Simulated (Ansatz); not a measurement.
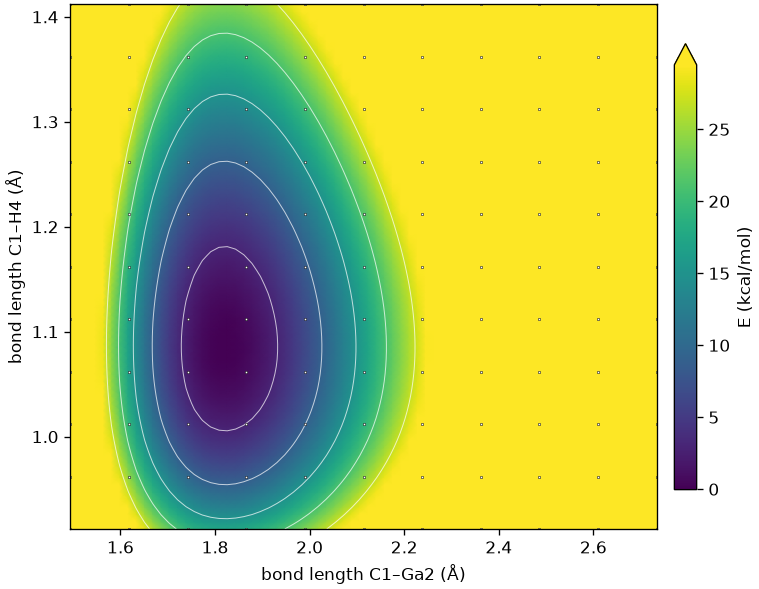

CH3BrGa, SMILES [CH2-][GaH][Br], charge −1. The first coordinate is: bond length C1–Ga2; the second: bond length C1–H4. Nothing is relaxed (all other coordinates rigid). The scan uses an 11 × 11 grid. Points are written as (first, second). Energies: kcal/mol, counted from the relaxed molecule at the same level. The reference is spin-restricted, which grows unreliable where a bond is stretched far. Level of theory: RKS PBE0-D4/def2-TZVPD (Ansatz).

In the figure: a smooth colour map with a few white contour lines, dots at the grid points, one colour for all values above the top of the scale. Between grid points the surface is interpolated.

Question: Estimate the position of the minimum and the force constants in these coordinates.

Answer: The interpolated minimum is at bond length C1–Ga2 ≈ 1.823 Å, bond length C1–H4 ≈ 1.086 Å. The curvatures there are about 25 eV/Å² and 35 eV/Å², with a cross term of about 0 eV/Å². Round the minimum the two coordinates are nearly uncoupled. (1 eV is 23.1 kcal/mol.)
